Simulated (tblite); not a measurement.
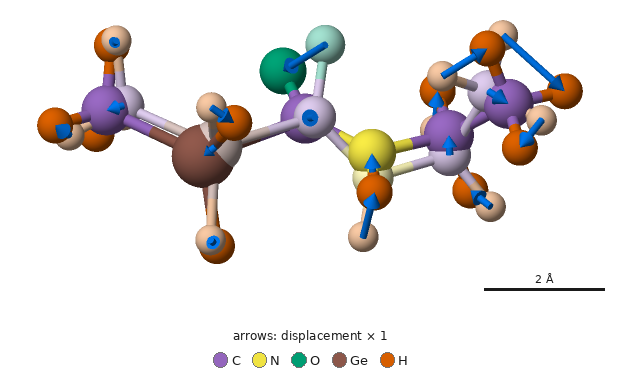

This is a relaxation of C4H11GeNO (charge +1, multiplicity 2). The starting structure is drawn faded, the final one solid; blue arrows show the displacements, at their true length. The two geometries are superimposed by the best rigid fit.

A ball-and-stick model, seen at a tilt.

All numbers below come from GFN2-xTB geometry optimisation, gas phase in tblite. 

What did the optimiser do to the structure, and how much energy did it gain?

Answer. The largest move after the best rigid fit is that of an H atom, 1.41 Å. Largest moves by element: H 1.41 Å, O 1.23 Å, C 0.50 Å, N 0.42 Å, Ge 0.25 Å. Near-neighbour distances that change, for instance: C–Ge 1.920 → 2.205 Å, C–N 1.417 → 1.293 Å, C–O 1.275 → 1.187 Å, Ge–H 1.579 → 1.519 Å. Bond angles that change, for instance: N–C–O 122.7° → 137.3°, C–Ge–H 105.2° → 118.8°, C–Ge–H 110.4° → 98.8°. Groups turn about C–N by about 60°, C–C by about 50°, C–Ge by about 40°. The energy falls by 1.431 eV in 154 geometry steps.
